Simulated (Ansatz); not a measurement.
# CH5B2N: from a rough start to a minimum

What shape does CH5B2N take? The plan is to relax it, check the end point by its vibrations and derive ideal-gas thermochemistry.

Method: RKS PBE0-D4/def2-TZVP; program: Ansatz 0.2.0, Gaussian basis.

Plan: relaxation at PBE-D4/def2-SVP; relaxation at PBE0-D4/def2-TZVP; harmonic vibrations at the same level.

2 further runs of the same task are left out: 1 that didn't finish, 1 set aside as unsound or not needed.

## Step 1: Where the work starts

SMILES `BB1CN1`, 9 atoms, charge 0, spin multiplicity 1.

Atoms are counted from 1 here; the program's logs count them from 0.

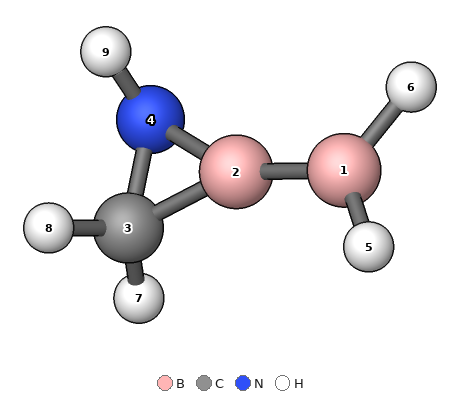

The starting geometry (boron pink, carbon grey, nitrogen blue, hydrogen white); atoms are numbered from 1 in the order of the file.

Geometry (Å):

```
atom     x (Å)     y (Å)     z (Å)
  B1  -0.67970   1.28330  -1.02500
  B2  -0.23160   0.08750  -0.05940
  C3   0.61830  -1.14810   0.26450
  N4  -0.18240  -0.70660   1.28510
  H5  -0.25230   1.45250  -2.12820
  H6  -1.55810   2.09520  -0.66150
  H7   0.35750  -2.08800  -0.21090
  H8   1.75670  -0.91080   0.49210
  H9   0.26000  -0.11130   2.02630
```

The start is a force-field geometry with small random shifts, so a cheaper pass at PBE-D4/def2-SVP comes first.

## Step 2: Optimising with PBE-D4/def2-SVP (cheap first pass)

in.yaml reads:

```yaml
crystal:
  periodic: [false, false, false]
  atoms:
    - {symbol: B, position_ang: [-0.679700, 1.283300, -1.025000]}
    - {symbol: B, position_ang: [-0.231600, 0.087500, -0.059400]}
    - {symbol: C, position_ang: [0.618300, -1.148100, 0.264500]}
    - {symbol: N, position_ang: [-0.182400, -0.706600, 1.285100]}
    - {symbol: H, position_ang: [-0.252300, 1.452500, -2.128200]}
    - {symbol: H, position_ang: [-1.558100, 2.095200, -0.661500]}
    - {symbol: H, position_ang: [0.357500, -2.088000, -0.210900]}
    - {symbol: H, position_ang: [1.756700, -0.910800, 0.492100]}
    - {symbol: H, position_ang: [0.260000, -0.111300, 2.026300]}
basis:
  gaussian: {orbitals: def2-SVP}
hamiltonian: {xc: pbe, dispersion: d4}
relax: {f_tol: 0.03, max_steps: 200}
```

The run is started by

```sh
$ ansatz run in.yaml --threads 2 --pin off --events-out ev --progress --plain --max-ram 4352MiB
```

Output, cut to the lines that bear on the results:

```text
Functional definition: PBE
  name "PBE"
  cite "Perdew, Burke & Ernzerhof, Phys. Rev. Lett. 77, 3865 (1996) doi:10.1103/PhysRevLett.77.3865"
  parent pbe
[...]
928 factors; their error is unknown
[...]
mean field -3949.09286113 eV, -145.1264858552 hartree, gradient 3.6e-5 eV, S^2 0.000000; 1 other end points of the search recorded, 0 dependent functions left out
[...]
reference -3949.09289497 eV, -145.1264870990 hartree; 14, 14 occupied and 67, 67 virtual orbitals, 928 factors
relax step   1: F+E_penalty+E_count = -3949.22031936 eV  Δ(F+E_penalty+E_count) = +0.000e0 eV  max|allowed force component| = 4.440e0 eV/Å  Δτ_max = 0.0000 Å  (46 SCF iters, accepted)
[...]
relax step   4: F+E_penalty+E_count = -3950.68036389 eV  Δ(F+E_penalty+E_count) = -1.656e-1 eV  max|allowed force component| = 7.092e-1 eV/Å  Δτ_max = 0.1998 Å  (28 SCF iters, accepted)
[...]
relax step   7: F+E_penalty+E_count = -3950.87569176 eV  Δ(F+E_penalty+E_count) = -3.027e-2 eV  max|allowed force component| = 1.377e-1 eV/Å  Δτ_max = 0.2000 Å  (28 SCF iters, accepted)
[...]
relax step  10: F+E_penalty+E_count = -3950.90080999 eV  Δ(F+E_penalty+E_count) = -5.165e-3 eV  max|allowed force component| = 2.739e-1 eV/Å  Δτ_max = 0.0543 Å  (29 SCF iters, accepted)
[...]
relax step  12: F+E_penalty+E_count = -3950.90763997 eV  Δ(F+E_penalty+E_count) = -2.662e-3 eV  max|allowed force component| = 1.006e-1 eV/Å  Δτ_max = 0.0658 Å  (29 SCF iters, accepted)
[...]
relax step  13: F+E_penalty+E_count = -3950.90827885 eV  Δ(F+E_penalty+E_count) = -6.389e-4 eV  max|allowed force component| = 9.222e-3 eV/Å  Δτ_max = 0.0187 Å  (30 SCF iters, accepted)
928 factors; their error is unknown
mean field -3950.78152890 eV, -145.1885432511 hartree, gradient 2.7e-5 eV, S^2 0.000000; 1 other end points of the search recorded, 0 dependent functions left out
[...]
reference -3950.78156443 eV, -145.1885445568 hartree; 14, 14 occupied and 67, 67 virtual orbitals, 928 factors
Total energy: -3950.90831438 eV, -145.1932025317 hartree
Atom 0 at    -0.729098     1.339304    -1.005083 Å, force    -0.002854     0.002578    -0.004257 eV/Å
Atom 1 at    -0.123411     0.266028     0.076005 Å, force     0.006263    -0.000173     0.006609 eV/Å
Atom 2 at     0.585522    -1.189042     0.218027 Å, force    -0.002663    -0.002164    -0.002689 eV/Å
Atom 3 at     0.250407    -0.266094     1.275720 Å, force    -0.004628     0.008717     0.001907 eV/Å
Atom 4 at    -0.008496     2.142221    -1.573122 Å, force    -0.002176     0.000559     0.004425 eV/Å
Atom 5 at    -1.895814     1.308481    -1.357375 Å, force     0.005058    -0.004288     0.001106 eV/Å
Atom 6 at    -0.020408    -2.111965     0.118252 Å, force    -0.001559    -0.002587     0.001607 eV/Å
Atom 7 at     1.653145    -1.310237    -0.055841 Å, force     0.001145    -0.000443     0.000515 eV/Å
Atom 8 at     0.376553    -0.224996     2.286418 Å, force     0.001415    -0.002198    -0.009222 eV/Å
Dipole moment:     0.108782    -0.126961     0.348320 e Å
```

It took 16 s on 2 threads of Arm Neoverse V1, shared host.

Along the way:

```
step  energy from step 1 (eV)  largest force component (eV/Å)
   1                   0.0000                          4.4398
   2                  -0.9144                          2.5112
   3                  -1.2944                          1.1081
   4                  -1.4600                          0.7092
   5                  -1.5250                          0.7057
   6                  -1.6251                          0.3289
   7                  -1.6554                          0.1377
   8                  -1.6657                          0.1835
   9                  -1.6753                          0.1747
  10                  -1.6805                          0.2739
  11                  -1.6847                          0.2973
  12                  -1.6873                          0.1006
  13                  -1.6880                          0.0092
```

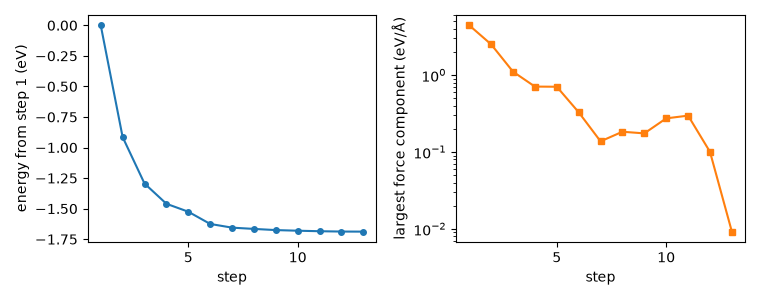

Energy and force, step by step.

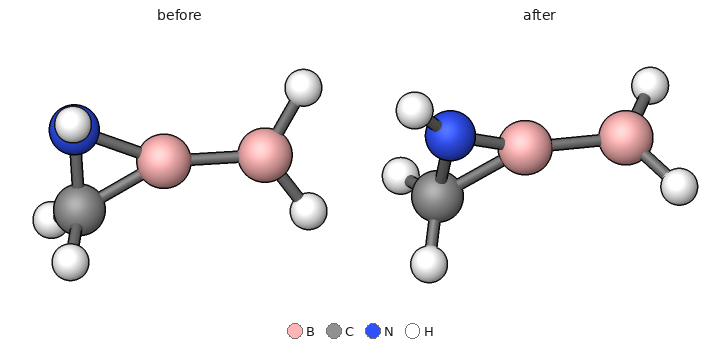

Before and after, at one scale.

Close pairs (by a distance rule), those that changed most:

```
 bond  before (Å)  after (Å)  change (Å)
B2–N4       1.562      1.365      -0.198
B2–C3       1.534      1.625      +0.091
C3–H8       1.185      1.109      -0.076
C3–N4       1.370      1.443      +0.073
B1–B2       1.601      1.639      +0.038
B1–H6       1.250      1.219      -0.031
N4–H9       1.049      1.019      -0.029
B1–H5       1.195      1.219      +0.024
```

## Step 3: Geometry optimisation, PBE0-D4/def2-TZVP

in.yaml reads:

```yaml
crystal:
  periodic: [false, false, false]
  atoms:
    - {symbol: B, position_ang: [-0.729098, 1.339304, -1.005083]}
    - {symbol: B, position_ang: [-0.123411, 0.266028, 0.076005]}
    - {symbol: C, position_ang: [0.585522, -1.189042, 0.218027]}
    - {symbol: N, position_ang: [0.250407, -0.266094, 1.275720]}
    - {symbol: H, position_ang: [-0.008496, 2.142221, -1.573122]}
    - {symbol: H, position_ang: [-1.895814, 1.308481, -1.357375]}
    - {symbol: H, position_ang: [-0.020408, -2.111965, 0.118252]}
    - {symbol: H, position_ang: [1.653145, -1.310237, -0.055841]}
    - {symbol: H, position_ang: [0.376553, -0.224996, 2.286418]}
basis:
  gaussian: {orbitals: def2-TZVP}
hamiltonian: {xc: pbe0, dispersion: d4}
relax: {f_tol: 0.005, max_steps: 150}
```

Launched as before.

Output, cut to the lines that bear on the results:

```text
Functional definition: PBE0
  name "PBE0"
  cite "Adamo & Barone, J. Chem. Phys. 110, 6158 (1999) doi:10.1063/1.478522"
  cite "Perdew, Burke & Ernzerhof, Phys. Rev. Lett. 77, 3865 (1996) doi:10.1103/PhysRevLett.77.3865"
  parent pbe
[...]
893 factors; their error is unknown
[...]
mean field -3955.65491577 eV, -145.3676369154 hartree, gradient 1.8e-5 eV, S^2 0.000000; 0 other end points of the search recorded, 0 dependent functions left out
[...]
reference -3955.65494885 eV, -145.3676381309 hartree; 14, 14 occupied and 140, 140 virtual orbitals, 893 factors
relax step   1: F+E_penalty+E_count = -3955.76076603 eV  Δ(F+E_penalty+E_count) = +0.000e0 eV  max|allowed force component| = 7.188e-1 eV/Å  Δτ_max = 0.0000 Å  (28 SCF iters, accepted)
[...]
Total energy: -3955.80943123 eV, -145.3733152539 hartree
Atom 0 at    -0.727506     1.327817    -0.994444 Å, force    -0.000457    -0.004663    -0.004725 eV/Å
Atom 1 at    -0.166410     0.197357     0.041015 Å, force     0.000470     0.002293     0.000240 eV/Å
Atom 2 at     0.575308    -1.198465     0.211761 Å, force    -0.002601     0.001729    -0.000748 eV/Å
Atom 3 at     0.142575    -0.307577     1.260579 Å, force     0.002033    -0.004029    -0.000738 eV/Å
Atom 4 at     0.017997     2.098196    -1.528961 Å, force     0.000073     0.001008     0.002135 eV/Å
Atom 5 at    -1.879106     1.377010    -1.318164 Å, force    -0.000445     0.001504     0.001015 eV/Å
Atom 6 at     0.039412    -2.140951     0.119158 Å, force    -0.000133     0.000767    -0.000590 eV/Å
Atom 7 at     1.640699    -1.259397    -0.010126 Å, force     0.000567    -0.000213     0.001285 eV/Å
Atom 8 at     0.445429    -0.140289     2.202183 Å, force     0.000493     0.001604     0.002127 eV/Å
Dipole moment:     0.144333    -0.033850     0.254528 e Å
```

It took 35 s on 2 threads of Arm Neoverse V1, shared host; peak memory 0.27 GiB.

Step by step:

```
step  energy from step 1 (eV)  largest force component (eV/Å)
   1                   0.0000                          0.7188
   2                  -0.0400                          0.3426
   3                  -0.0450                          0.0800
   4                  -0.0454                          0.0629
   5                  -0.0458                          0.0432
   6                  -0.0462                          0.0225
   7                  -0.0468                          0.0379
   8                  -0.0469                          0.2290
   9                  -0.0482                          0.0386
  10                  -0.0486                          0.0483
  11                  -0.0486                          0.0087
  12                  -0.0486                          0.0064
  13                  -0.0486                          0.0047
```

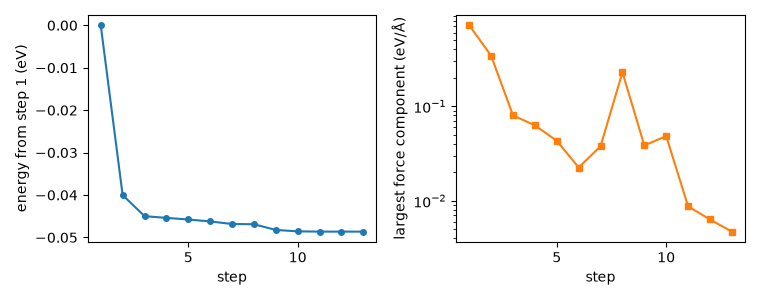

Energy and largest force along the relaxation.

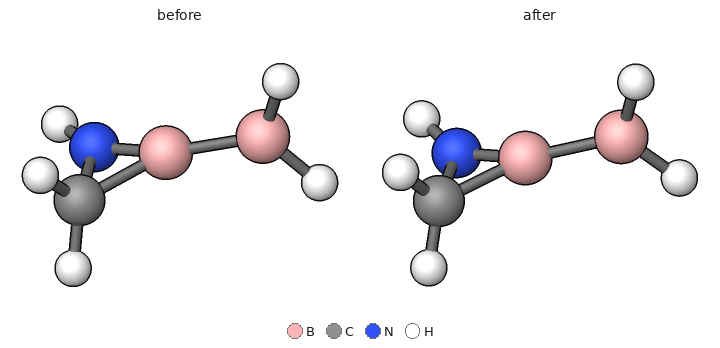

The geometry before (left) and after (right).

Distances of close pairs at the start and the end, largest changes first:

```
 bond  before (Å)  after (Å)  change (Å)
B2–C3       1.625      1.590      -0.035
B1–H6       1.219      1.197      -0.022
B1–H5       1.219      1.198      -0.021
C3–H7       1.109      1.088      -0.020
C3–H8       1.109      1.090      -0.019
N4–H9       1.019      1.003      -0.016
B2–N4       1.365      1.356      -0.009
B1–B2       1.639      1.632      -0.007
```

Mulliken charges of the relaxed molecule (report file):

```
atom  value (e)
  B1       0.00
  B2      -0.07
  C3      -0.23
  N4      -0.25
  H5       0.03
  H6       0.03
  H7       0.12
  H8       0.11
  H9       0.25
```

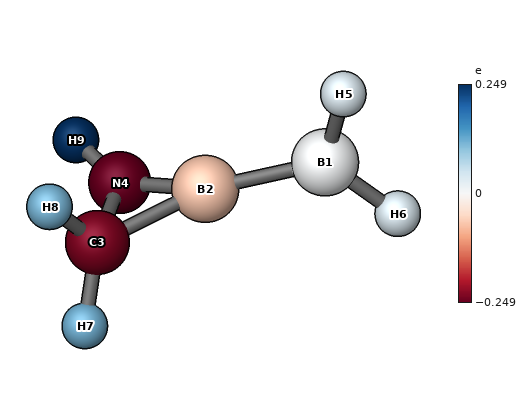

Mulliken charges of the relaxed molecule (report file), as colours on the atoms.

## Step 4: Force constants and modes

in.yaml reads:

```yaml
crystal:
  periodic: [false, false, false]
  atoms:
    - {symbol: B, position_ang: [-0.727506, 1.327817, -0.994444]}
    - {symbol: B, position_ang: [-0.166410, 0.197357, 0.041015]}
    - {symbol: C, position_ang: [0.575308, -1.198465, 0.211761]}
    - {symbol: N, position_ang: [0.142575, -0.307577, 1.260579]}
    - {symbol: H, position_ang: [0.017997, 2.098196, -1.528961]}
    - {symbol: H, position_ang: [-1.879106, 1.377010, -1.318164]}
    - {symbol: H, position_ang: [0.039412, -2.140951, 0.119158]}
    - {symbol: H, position_ang: [1.640699, -1.259397, -0.010126]}
    - {symbol: H, position_ang: [0.445429, -0.140289, 2.202183]}
basis:
  gaussian: {orbitals: def2-TZVP}
hamiltonian: {xc: pbe0, dispersion: d4}
phonons: {temperatures: {t_min: 298.15, t_max: 900, t_step: 200}}
```

Same command.

Output, cut to the lines that bear on the results:

```text
Functional definition: PBE0
  name "PBE0"
  cite "Adamo & Barone, J. Chem. Phys. 110, 6158 (1999) doi:10.1063/1.478522"
  cite "Perdew, Burke & Ernzerhof, Phys. Rev. Lett. 77, 3865 (1996) doi:10.1103/PhysRevLett.77.3865"
  parent pbe
[...]
893 factors; their error is unknown
[...]
mean field -3955.70298113 eV, -145.3694032847 hartree, gradient 1.8e-5 eV, S^2 0.000000; 0 other end points of the search recorded, 0 dependent functions left out
[...]
reference -3955.70301422 eV, -145.3694045008 hartree; 14, 14 occupied and 140, 140 virtual orbitals, 893 factors
[...]
893 factors; their error is unknown
mean field -3955.70285944 eV, -145.3693988128 hartree, gradient 1.4e-6 eV, S^2 0.000000; 0 other end points of the search recorded, 0 dependent functions left out
[...]
reference -3955.70289253 eV, -145.3694000288 hartree; 14, 14 occupied and 140, 140 virtual orbitals, 893 factors
[...]
Atom 1 at    -0.166410     0.197357     0.041015 Å, force     0.000521     0.002301     0.000272 eV/Å
Atom 2 at     0.575308    -1.198465     0.211761 Å, force    -0.002585     0.001719    -0.000768 eV/Å
Atom 3 at     0.142575    -0.307577     1.260579 Å, force     0.001996    -0.004016    -0.000759 eV/Å
Atom 4 at     0.017997     2.098196    -1.528961 Å, force     0.000070     0.001007     0.002133 eV/Å
Atom 5 at    -1.879106     1.377010    -1.318164 Å, force    -0.000437     0.001505     0.001020 eV/Å
Atom 6 at     0.039412    -2.140951     0.119158 Å, force    -0.000131     0.000774    -0.000584 eV/Å
Atom 7 at     1.640699    -1.259397    -0.010126 Å, force     0.000547    -0.000213     0.001286 eV/Å
Atom 8 at     0.445429    -0.140289     2.202183 Å, force     0.000491     0.001604     0.002118 eV/Å
Dipole moment:     0.144332    -0.033850     0.254527 e Å
Vibrations: 161.75 182.14 293.64 369.64 643.67 703.95 836.88 912.78 958.68 992.79 1001.08 1134.01 1159.99 1178.52 1490.11 1600.29 2581.07 2651.35 3075.73 3154.83 3673.09 cm⁻¹, zero-point energy 1.782642 eV
```

Run time: 94 s. Hardware: 2 threads of Arm Neoverse V1, shared host; peak memory 0.27 GiB.

Motions are named by where the mode's potential energy lies. The modes, unscaled (a negative number is an imaginary wavenumber):

```
mode  cm⁻¹                          motion
   1   162               bend with torsion
   2   182                            bend
   3   294                         torsion
   4   370               torsion with bend
   5   644           B–B stretch with bend
   6   704                            bend
   7   837              mixed, led by bend
   8   913                            bend
   9   959  torsion with out-of-plane bend
  10   993                            bend
  11  1001                            bend
  12  1134                            bend
  13  1160                            bend
  14  1179                            bend
  15  1490                            bend
  16  1600           B–N stretch with bend
  17  2581                     B–H stretch
  18  2651                     B–H stretch
  19  3076                     C–H stretch
  20  3155                     C–H stretch
  21  3673                     N–H stretch
```

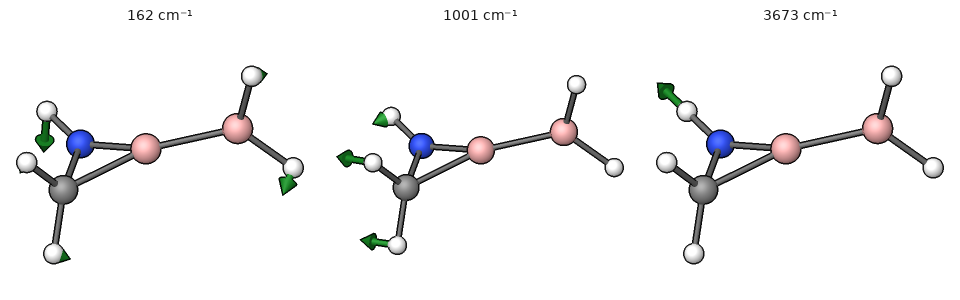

Displacements of 3 modes, as arrows.

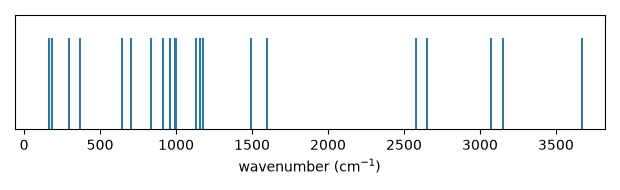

The harmonic wavenumbers as sticks (no intensities were computed).

From these modes and the moments of inertia (298.15 K, 1 bar, symmetry number 1):

```
                term            value
   zero-point energy     172.0 kJ/mol
          H(298) − E     188.6 kJ/mol
entropy, translation  158.3 J/(mol K)
   entropy, rotation   99.4 J/(mol K)
  entropy, vibration   37.0 J/(mol K)
      entropy, total  294.7 J/(mol K)
```

## Step 5: What came out

| quantity | value |
| --- | --- |
| point group | C1 |
| steps | 13 + 13 |
| shift from the start (rms) | 0.563 Å |
| total energy | -3955.8094 eV |
| dispersion term | -106 meV |
| dipole moment | 1.41 D |
| lowest, highest wavenumber | 162, 3673 cm⁻¹ |
| zero-point energy | 172.0 kJ/mol |
| entropy at 298.15 K | 294.7 J/(mol K) |

**Reading.** The relaxed geometry lies 0.56 Å (rms) from the start; the bond that changed most is B2–N4, from 1.562 to 1.356 Å. All wavenumbers are real, so the end point is a minimum. The stiffest mode, 3673 cm⁻¹, is an N–H stretch, and 2 modes under 200 cm⁻¹ make the vibrational entropy uncertain. Harmonic hybrid wavenumbers usually lie a few per cent above measured fundamentals. The largest Mulliken charge, -0.25 e, sits on N4.
